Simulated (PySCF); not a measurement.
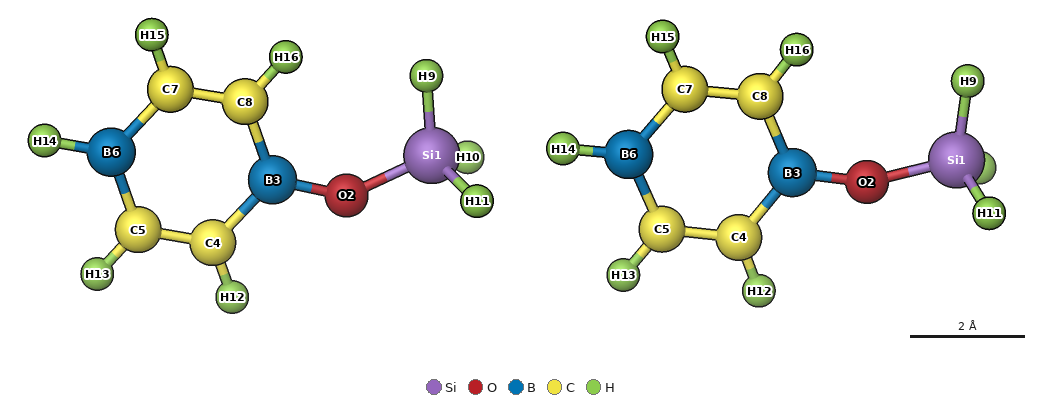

Two geometries of C₄H₈B₂OSi, drawn at one scale. One is the start of a relaxation, the other its converged end. Style: ball-and-stick. Shown at a tilt.

Theory: PBE0-D3(BJ)/def2-SVP geometry optimisation, gas phase in PySCF 2.14.0, density-fitted response routines. 

Which of the two is the end point?

Answer. The left one is the relaxed one. The start comes from GFN2-xTB. Its atoms were then displaced at random by about 0.01 Å. The atom that moves furthest after the best rigid fit is H9 (0.39 Å). Largest moves by element: H 0.39 Å, O 0.25 Å, C 0.14 Å, B 0.13 Å, Si 0.12 Å. Among the contacts that change: Si1–H10 1.439 → 1.489 Å, Si1–H11 1.448 → 1.489 Å, Si1–O2 1.632 → 1.673 Å, B3–C4 1.533 → 1.573 Å. Among the angles between lasting bonds that change: Si1–O2–B3 157.7° → 140.5°, H10–Si1–H11 116.1° → 110.2°, O2–Si1–H10 103.8° → 107.6°. Over 9 geometry steps the energy falls by 22.0 kJ/mol. The run took 3.1 min on 1 thread of Arm Neoverse N1, with other jobs on the host.
